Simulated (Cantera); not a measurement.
A closed system holds: 1 mol Cu2O, 1.1 mol C, 7.6 mol H2, 3.3 mol CO, at 24000 Pa.

Equilibrium computed with Cantera from the NASA thermochemical tables; the gas is ideal and each condensed phase is pure. Candidate condensed phases: C, C6H6, C7H8, C8H18, Cu, CuO, Cu(OH)2, Cu2O, H2O; 113 gas species. The numbers say what is thermodynamically allowed, not how fast it happens.

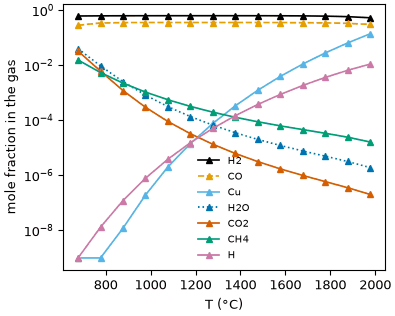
*Equilibrium gas composition (values under 1e-9 drawn at 1e-9)*

### Question
Read off the mole fractions at 777 °C.

### Answer
H2 about 0.63, CO about 0.35, H2O about 0.0096, CO2 about 0.0062, CH4 about 0.0055, H about 1.3e-8.
